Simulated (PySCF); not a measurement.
# C3H10GeOSi: electronic excitations

What electronic excitations should C3H10GeOSi (`CC[SiH2][GeH2][CH]=O`) show?

Computed with PySCF 2.14.0, with density-fitted response routines of our own, on a single molecule in the gas phase. Atoms count from 0, in the outputs and in this text.

### 1 The starting structure

16 atoms, charge 0, multiplicity 1; geometry from: GFN2-xTB.

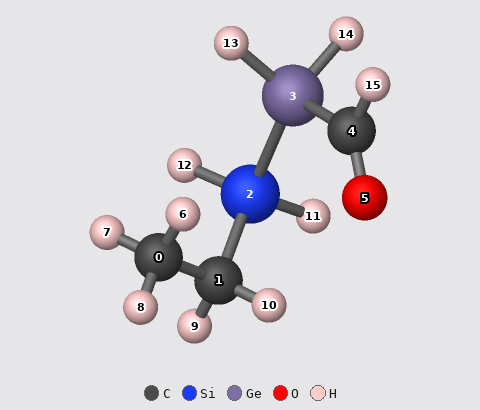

As it starts; carbon dark grey, silicon blue, germanium purple, oxygen red, hydrogen pink, atoms numbered.

### 2 Ultraviolet spectrum: wB97X-D/def2-SVPD

Job settings and geometry (Å):

```
{"job": {"kind": "uv", "xc": "wB97X-D", "basis": "def2-SVPD", "nstates": 8, "ntriplets": 3}, "charge": 0, "multiplicity": 1}
C      1.657741     0.913516    -0.580442
C      1.165247    -0.420130    -1.131583
Si     0.394603    -1.506646     0.227153
Ge    -1.278885    -0.236905     1.302874
C     -2.368913     0.957653     0.127031
O     -2.205208     1.079123    -1.057659
H      0.827627     1.477373    -0.151865
H      2.405491     0.760387     0.195900
H      2.103156     1.519958    -1.367367
H      1.993912    -0.942288    -1.611782
H      0.421887    -0.228345    -1.907545
H     -0.187025    -2.724921    -0.346712
H      1.420890    -1.895141     1.204489
H     -0.837426     0.715615     2.398563
H     -2.346625    -0.999991     2.061034
H     -3.174070     1.539686     0.626500
```

Level: TDDFT wB97X-D/def2-SVPD, vertical, gas phase, core orbitals frozen in the response.

Started as:

```sh
> OMP_NUM_THREADS=1 python probes_run.py task.json out
```

This one command runs all jobs of the session in turn.

The log of the run:

```text
coarse grid: 59272 points
cycle   1  E = -2561.4054586761  dE = -1.608e-01  |g| = 8.306e-01  |ddm| = 4.745e+00
cycle   2  E = -2561.2244776967  dE =  1.810e-01  |g| = 1.324e+00  |ddm| = 1.740e+00
cycle   3  E = -2561.5468024466  dE = -3.223e-01  |g| = 8.854e-02  |ddm| = 1.107e+00
cycle   4  E = -2561.5480537400  dE = -1.251e-03  |g| = 5.069e-02  |ddm| = 1.584e-01
cycle   5  E = -2561.5484684059  dE = -4.147e-04  |g| = 7.226e-03  |ddm| = 6.344e-02
cycle   6  E = -2561.5484882281  dE = -1.982e-05  |g| = 2.655e-03  |ddm| = 2.407e-02
cycle   7  E = -2561.5484910049  dE = -2.777e-06  |g| = 8.739e-04  |ddm| = 7.394e-03
final grid: 123520 points
cycle   8  E = -2561.5480707116  dE = -1.197e-06  |g| = 5.871e-04  |ddm| = 1.123e-02
cycle   9  E = -2561.5480707567  dE = -4.502e-08  |g| = 6.433e-04  |ddm| = 1.991e-03
cycle  10  E = -2561.5480708364  dE = -7.978e-08  |g| = 1.207e-04  |ddm| = 6.119e-04
cycle  11  E = -2561.5480708413  dE = -4.803e-09  |g| = 7.529e-05  |ddm| = 2.529e-04
cycle  12  E = -2561.5480708431  dE = -1.805e-09  |g| = 1.019e-05  |ddm| = 1.741e-04
cycle  13  E = -2561.5480708431  dE = -7.640e-11  |g| = 4.248e-06  |ddm| = 4.312e-05
converged SCF energy = -2561.5480708431

Static polarisability (au): isotropic 99.654, principal 85.963 101.825 111.175

Singlet excitations
state   eV       nm        f      main configurations
  1   3.3813    366.7   0.00036   H->L 0.96
  2   6.1116    202.9   0.09377   H->L+1 0.82, H->L+2 0.09
  3   6.5418    189.5   0.00348   H-1->L 0.62, H-2->L 0.10, H->L+3 0.09
  4   6.6358    186.8   0.00462   H->L+2 0.29, H->L+3 0.24, H-1->L 0.22
  5   6.9926    177.3   0.03562   H->L+2 0.40, H->L+4 0.28, H->L+3 0.15
  6   7.1730    172.8   0.02065   H->L+4 0.32, H->L+3 0.28, H-3->L 0.10
  7   7.2924    170.0   0.03306   H-1->L+1 0.69
  8   7.5449    164.3   0.11278   H-2->L 0.37, H-3->L 0.24

Triplet excitations (Tamm-Dancoff, eV): 2.7800 5.6262 5.9681
```

Wall time 44 s (1 thread of AMD EPYC 9R45, shared host); peak memory 0.97 GiB.

The orbitals next to the gap, with their largest atomic shares:

| orbital | eV | atoms |
| --- | --- | --- |
| HOMO−3 | -11.23 | Ge3 29 %, H14 18 %, H13 15 % |
| HOMO−2 | -10.78 | Si2 25 %, C1 16 %, Ge3 12 % |
| HOMO−1 | -10.21 | Si2 24 %, Ge3 23 %, C1 22 % |
| HOMO | -8.77 | O5 46 %, C4 21 %, Ge3 14 % |
| LUMO | 0.51 | C4 40 %, O5 34 %, Ge3 12 % |
| LUMO+1 | 1.47 | Si2 24 %, Ge3 23 %, C4 11 % |
| LUMO+2 | 1.81 | Ge3 36 %, Si2 17 %, H13 15 % |

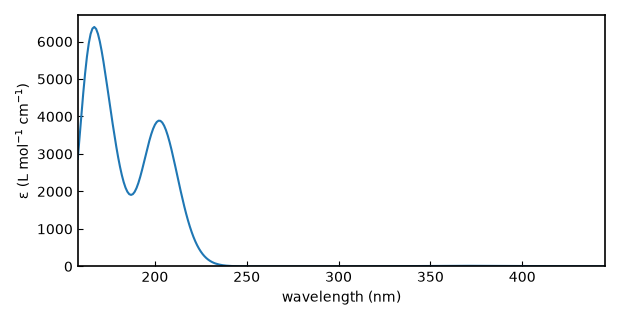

Absorption spectrum: each of the 8 states is a Gaussian band of 0.4 eV half-width at 1/e. Beyond the last state computed it falls off for lack of states.

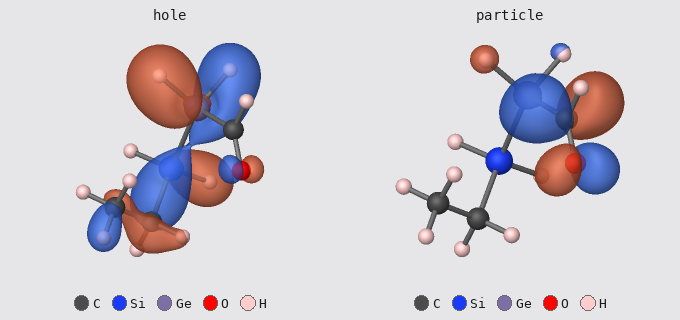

Leading natural transition orbitals of singlet state 8: the electron leaves the hole (left) for the particle orbital (right).

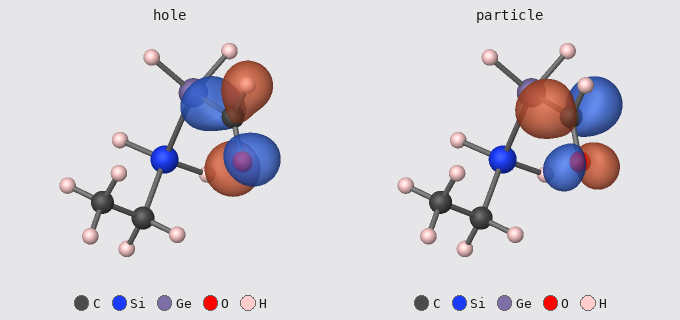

Leading natural transition orbitals of singlet state 1: the electron leaves the hole (left) for the particle orbital (right).

Further results of this job:

| property | computed |
| --- | --- |
| dipole moment (D) | 1.51 |
| polarisability (Å³) | 14.77 |
| HOMO–LUMO gap (eV) | 9.27 |
| −ε(HOMO) (eV) | 8.77 |

The fields below are evaluated on a grid from the run's orbitals.

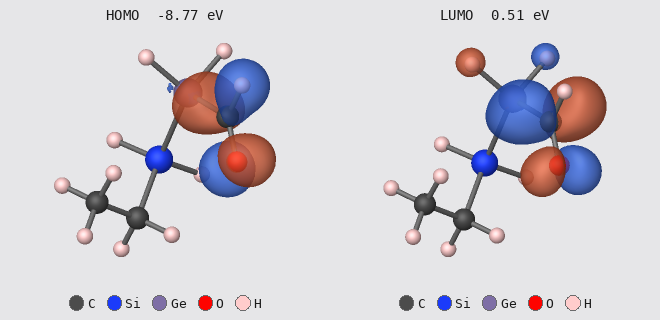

Frontier orbitals at wB97X-D/def2-SVPD; each surface holds 70 % of the orbital's density, blue and red mark the sign.

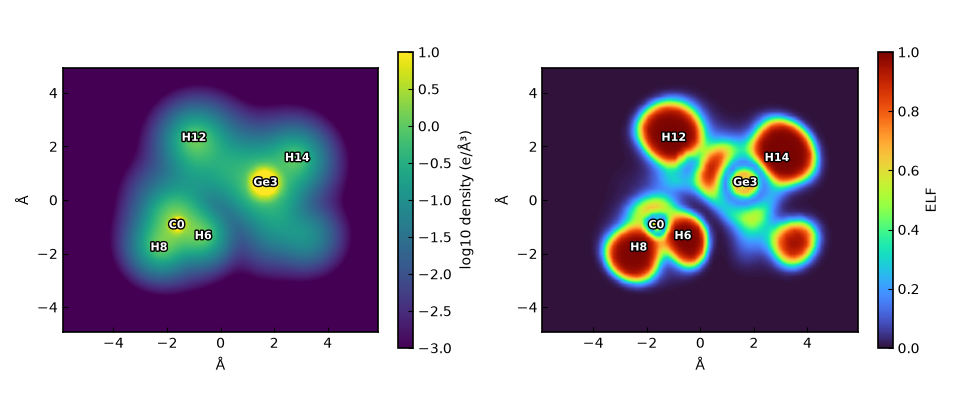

Density (left) and ELF (right) in a plane through or near 6 of the atoms.

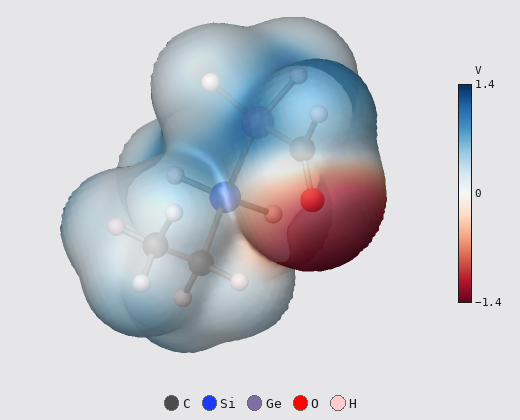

Electrostatic potential on the surface of density 0.002 e/bohr³; red is low, blue high. It runs from -1.40 V near O5 to 1.03 V near Ge3.

### 3 Results

```
                                quantity                        value
      lowest singlet (wB97X-D/def2-SVPD)  3.38 eV (367 nm), f = 0.000
brightest single state of those computed  state 8, 7.54 eV, f = 0.113
                          lowest triplet                      2.78 eV
   surface potential, least and greatest           -1.40 V and 1.03 V
```

What this shows: The first singlet state (HOMO→LUMO 0.96) lies at 3.38 eV and is dark; of the 8 states computed, the strongest absorption comes from state 8 at 7.54 eV (the last computed, so partners may be missing). The lowest triplet lies 0.60 eV below the lowest singlet (triplets in Tamm-Dancoff, singlets in full TDDFT).
